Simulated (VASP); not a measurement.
Shape and ions are relaxed at each volume.

Energy against volume of GaN (wurtzite). All values below come from SCAN meta-GGA, VASP's PBE PAW potentials (set 64) (plane waves; VASP).

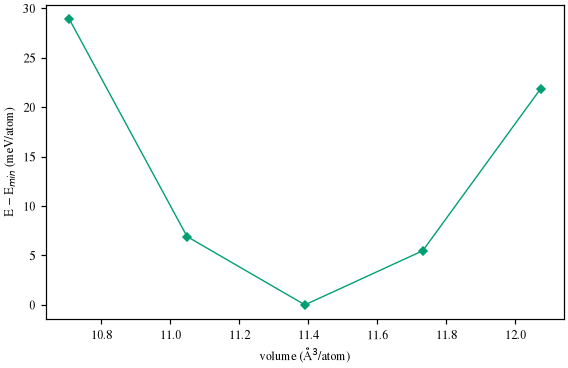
Fig. 1. Energy against volume

Estimate the equilibrium volume and the bulk modulus.

The minimum lies near 11.4 Å³/atom, and the curvature gives B0 of about 200 GPa.

The compound is GaN in the wurtzite structure. It was relaxed first.
